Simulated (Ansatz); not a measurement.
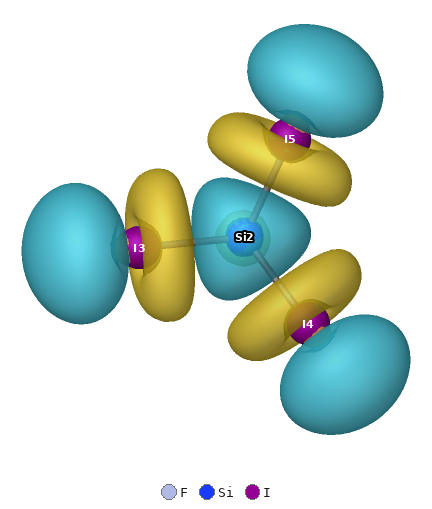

*FI3Si. One frontier orbital at ±0.05 Å⁻³ᐟ² (yellow and cyan are the two phases), seen across its widest extent.*

Geometry: PBE0-D4/def2-TZVP; core potentials replace the inner electrons of I.

All numbers below come from RKS PBE0-D4/def2-TZVPP (Ansatz).

Input file:

```
crystal:
  periodic: [false, false, false]
  atoms:
    - {symbol: F, position_ang: [-0.684015, -0.023941, 1.550771]}
    - {symbol: Si, position_ang: [-0.038992, -0.015394, 0.101740]}
    - {symbol: I, position_ang: [1.721819, -1.667327, 0.077422]}
    - {symbol: I, position_ang: [-1.781517, -0.568030, -1.475655]}
    - {symbol: I, position_ang: [0.832606, 2.200990, -0.295677]}
basis:
  gaussian: {orbitals: def2-TZVPP}
hamiltonian: {xc: pbe0, dispersion: d4}
output: {orbitals: {seedname: orbitals}}
```

Command:

```sh
ansatz run in.yaml --threads 4 --pin off --events-out ev --progress --plain --max-ram 11315MiB
```

Q: Which orbital is it: HOMO or LUMO?

A: The LUMO, at −2.18 eV. By Hirshfeld shares it lies mainly on Si2 (about 25 %), I3 (about 25 %), I4 (about 25 %) and I5 (about 25 %).
